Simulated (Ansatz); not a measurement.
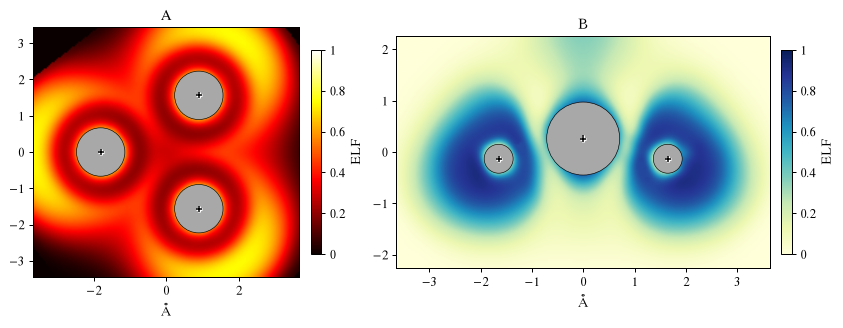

The ELF of 2 systems, each on a plane through atoms (crosses mark nuclei in the plane; grey discs cover the cores).

Computed with UKS PBE0-D4/def2-TZVPD in Ansatz 0.2.0.

System 1: In···In···In (charge −1, quintet), the molecular plane. Geometry: PBE-D4/def2-SVPD; core potentials replace the inner electrons of In.

```csv
atom,x (Å),y (Å),z (Å)
In,1.6660,0.6822,0.1243
In,-1.4301,1.1004,0.0278
In,-0.2359,-1.7826,-0.1521
```

System 2: O2Ru (charge −1, doublet), the molecular plane. Geometry: PBE0-D4/def2-TZVPD; core potentials replace the inner electrons of Ru.

```yaml
atoms:
  - { symbol: Ru, position_ang: [-0.0970, 0.1790, -0.1653] }
  - { symbol: O, position_ang: [-1.4586, -0.7220, 0.2816] }
  - { symbol: O, position_ang: [1.5556, 0.5430, -0.1163] }
```

### Which map belongs to which system?

Panel A is system 1, In···In···In: the plane holds In. In1···In3 (3.13 Å): the ELF dips to about 0.20 between them. Panel B is system 2, O2Ru: the plane holds Ru and O. Ru–O (1.69 Å): the ELF peaks at about 0.80 in the valence shell of O, 0.5 Å from its nucleus, and drops to about 0.30 between the two atoms.
